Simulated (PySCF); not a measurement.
# M06-2X/cc-pVDZ run of CH4F2Si (SMILES C[SiH](F)F)

What is the energy change on altering one bond length of CH4F2Si at M06-2X/cc-pVDZ? The job is set up through a Python script.

Program for the calculation: PySCF 2.14.0.

2 further runs of the same task are left out: 2 set aside as unsound or not needed.

## 1. Starting point

The species is CH4F2Si (8 atoms), meant as a singlet with charge 0. SMILES: `C[SiH](F)F`. Geometry: relaxed at PBE0-D4/def2-TZVP.

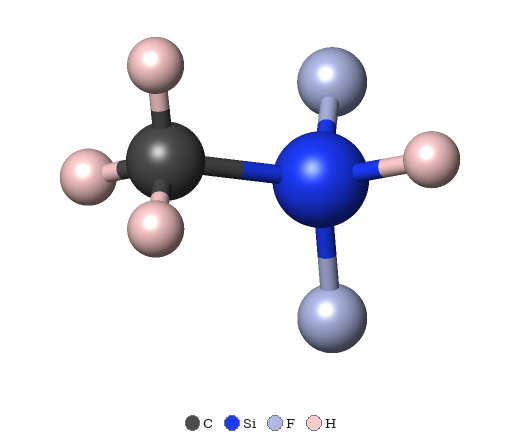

The structure, seen from a chosen angle (carbon dark grey, silicon blue, fluorine light blue, hydrogen pink).

## 2. A single-point energy at M06-2X/cc-pVDZ

File calc.py:

```python
# C[SiH](F)F
from pyscf import gto, dft

system = gto.M(
    atom=[
    ('C', (-0.387100, 0.881700, -0.174700)),
    ('Si', (0.329300, -0.775200, 0.180600)),
    ('F', (1.916300, -0.678300, 0.226700)),
    ('F', (-0.035400, -1.783900, -0.994000)),
    ('H', (-0.013400, 1.269000, -1.125400)),
    ('H', (-0.122700, 1.591000, 0.613300)),
    ('H', (-1.476800, 0.824400, -0.231400)),
    ('H', (-0.118100, -1.385700, 1.449000)),
],
    verbose=4,
    charge=0,
    max_memory=1860,
    basis='cc-pvdz',
)

mf = dft.RKS(system, xc='m06-2x')
mf.grids.level = 5
mf.conv_tol = 1e-10
mf.kernel()
if not mf.converged:
    mf = mf.newton().run(mf.mo_coeff, mf.mo_occ)

etot = mf.e_tot
print('E(%s) = %.9f' % ('M06-2X', etot))
```

Command:

```sh
OMP_NUM_THREADS=1 python calc.py
```

The log of the run:

```text
PySCF version 2.14.0

[INPUT] num. atoms = 8
[INPUT] num. electrons = 42
[INPUT] charge = 0
[INPUT] spin (= nelec alpha-beta = 2S) = 0
[INPUT] symmetry False subgroup None
[INPUT] Mole.unit = angstrom
[INPUT] Symbol           X                Y                Z      unit          X                Y                Z       unit  Magmom
[INPUT]  1 C     -0.387100000000   0.881700000000  -0.174700000000 AA   -0.731512982819   1.666171524029  -0.330135153962 Bohr   0.0
[INPUT]  2 Si     0.329300000000  -0.775200000000   0.180600000000 AA    0.622286812819  -1.464915691763   0.341284538096 Bohr   0.0
[INPUT]  3 F      1.916300000000  -0.678300000000   0.226700000000 AA    3.621282172504  -1.281801230292   0.428400912439 Bohr   0.0
[INPUT]  4 F     -0.035400000000  -1.783900000000  -0.994000000000 AA   -0.066896304810  -3.371082433612  -1.878387767818 Bohr   0.0
[INPUT]  5 H     -0.013400000000   1.269000000000  -1.125400000000 AA   -0.025322330069   2.398062452073  -2.126697780586 Bohr   0.0
[INPUT]  6 H     -0.122700000000   1.591000000000   0.613300000000 AA   -0.231869395484   3.006554264183   1.158969032196 Bohr   0.0
[INPUT]  7 H     -1.476800000000   0.824400000000  -0.231400000000 AA   -2.790747540758   1.557890217091  -0.437282625224 Bohr   0.0
[INPUT]  8 H     -0.118100000000  -1.385700000000   1.449000000000 AA   -0.223176655311  -2.618593490810   2.738213154495 Bohr   0.0

nuclear repulsion = 183.047944627282
number of shells = 32
number of NR pGTOs = 147
number of NR cGTOs = 80
basis = cc-pvdz
ecp = {}

******** <class 'pyscf.dft.rks.RKS'> ********
method = RKS
initial guess = minao
damping factor = 0
level_shift factor = 0
DIIS = <class 'pyscf.scf.diis.CDIIS'>
diis_start_cycle = 1
diis_space = 8
diis_damp = 0
SCF conv_tol = 1e-10
SCF conv_tol_grad = None
SCF max_cycles = 50
direct_scf = True
direct_scf_tol = 1e-13
XC library pyscf.dft.libxc version 7.0.0
    S. Lehtola, C. Steigemann, M. J.T. Oliveira, and M. A.L. Marques.,  SoftwareX 7, 1–5 (2018)
XC functionals = m06-2x
    Y. Zhao and D. G. Truhlar.,  Theor. Chem. Acc. 120, 215 (2008)
    Y. Zhao and D. G. Truhlar.,  Theor. Chem. Acc. 120, 215 (2008)
radial grids:
    Treutler-Ahlrichs [JCP 102, 346 (1995); DOI:10.1063/1.469408] (M4) radial grids

becke partition: Becke, JCP 88, 2547 (1988); DOI:10.1063/1.454033
pruning grids: <function nwchem_prune>
grids dens level: 5
symmetrized grids: False
atomic radii adjust function: <function treutler_atomic_radii_adjust>
small_rho_cutoff = 0
Set gradient conv threshold to 1e-05
Initial guess from minao.
tot grids = 268448
init E= -529.925469077208
  HOMO = -0.361469363703783  LUMO = 0.0357882601224975  gap/eV = 10.80993
cycle= 1 E= -529.629120203883  delta_E= 0.296  |g|= 0.658  |ddm|= 2.28
  HOMO = -0.369408301541798  LUMO = 0.0857448018782834  gap/eV = 12.38535
cycle= 2 E= -529.626956612361  delta_E= 0.00216  |g|= 0.717  |ddm|= 0.862
  HOMO = -0.387740953997884  LUMO = 0.0880769696820316  gap/eV = 12.94767
cycle= 3 E= -529.707697225042  delta_E= -0.0807  |g|= 0.0385  |ddm|= 0.418
  HOMO = -0.388937689319344  LUMO = 0.0914667790956321  gap/eV = 13.07247
cycle= 4 E= -529.707962539053  delta_E= -0.000265  |g|= 0.0161  |ddm|= 0.0367
  HOMO = -0.386662811892461  LUMO = 0.0920880393462058  gap/eV = 13.02747
cycle= 5 E= -529.708027710718  delta_E= -6.52e-05  |g|= 0.0036  |ddm|= 0.0155
  HOMO = -0.387308508038924  LUMO = 0.0917927285559674  gap/eV = 13.03701
cycle= 6 E= -529.708030913706  delta_E= -3.2e-06  |g|= 0.000278  |ddm|= 0.00327
  HOMO = -0.387290612531745  LUMO = 0.0918195781520676  gap/eV = 13.03725
cycle= 7 E= -529.7080309437  delta_E= -3e-08  |g|= 0.000102  |ddm|= 0.000467
  HOMO = -0.387316703004298  LUMO = 0.0917972348973697  gap/eV = 13.03735
cycle= 8 E= -529.70803094717  delta_E= -3.47e-09  |g|= 1.35e-05  |ddm|= 0.000139
  HOMO = -0.387315254184494  LUMO = 0.0917990195051868  gap/eV = 13.03736
cycle= 9 E= -529.70803094726  delta_E= -8.94e-11  |g|= 2.3e-06  |ddm|= 2.17e-05
  HOMO = -0.387314872638673  LUMO = 0.0917991974931098  gap/eV = 13.03736
Extra cycle  E= -529.708030947262  delta_E= -2.27e-12  |g|= 1.15e-06  |ddm|= 3.55e-06
converged SCF energy = -529.708030947262
E(M06-2X) = -529.708030947
```

Run time: 27 s. Hardware: 1 thread of Intel Xeon at 2.70GHz, shared host; peak memory 0.42 GiB.

## 3. The distorted shape, same level

File run.py:

```python
from pyscf import gto, dft

mol = gto.Mole()
mol.atom = '''
C   -0.602015   1.378759  -0.281288
Si   0.329300  -0.775200   0.180600
F    1.916300  -0.678300   0.226700
F   -0.035400  -1.783900  -0.994000
H   -0.228315   1.766059  -1.231988
H   -0.337615   2.088059   0.506712
H   -1.691715   1.321459  -0.337988
H   -0.118100  -1.385700   1.449000
'''
mol.max_memory = 1860
mol.basis = 'cc-pvdz'
mol.verbose = 3
mol.charge = 0
mol.build()

myscf = dft.RKS(mol)
myscf.xc = 'm06-2x'
myscf.grids.level = 5
myscf.conv_tol = 1e-10
myscf.kernel()
if not myscf.converged:
    myscf = myscf.newton().run(myscf.mo_coeff, myscf.mo_occ)

e_final = myscf.e_tot
print(f'total energy: {e_final:.8f} hartree')
```

Command:

```sh
OMP_NUM_THREADS=1 python run.py
```

The log of the run:

```text
converged SCF energy = -529.653174193049
total energy: -529.65317419 hartree
```

Wall time 23 s (1 thread of Intel Xeon at 2.70GHz, shared host); peak memory 0.42 GiB.

## 4. Results

Level: M06-2X/cc-pVDZ.

```
                                                          quantity          value
                                         first shape: total energy  -529.70803 Eh
                                        first shape: dipole moment         2.20 D
                                          first shape: HOMO energy      -10.54 eV
                                          first shape: LUMO energy        2.50 eV
                                        first shape: HOMO–LUMO gap       13.04 eV
                                     distorted shape: total energy  -529.65317 Eh
                                    distorted shape: dipole moment         1.64 D
                                      distorted shape: HOMO energy       -9.27 eV
                                      distorted shape: LUMO energy        1.01 eV
                                    distorted shape: HOMO–LUMO gap       10.28 eV
energy change with the C1–Si2 bond stretched from 1.840 to 2.392 Å       1.493 eV
```

What this shows: With the C1–Si2 bond stretched from 1.840 to 2.392 Å the energy rises by 1.49 eV (144 kJ/mol). The first shape isn't relaxed at this level, so the change isn't measured from a minimum. Mulliken charges (first shape) run from -0.32 on F3 to +0.82 on Si2.
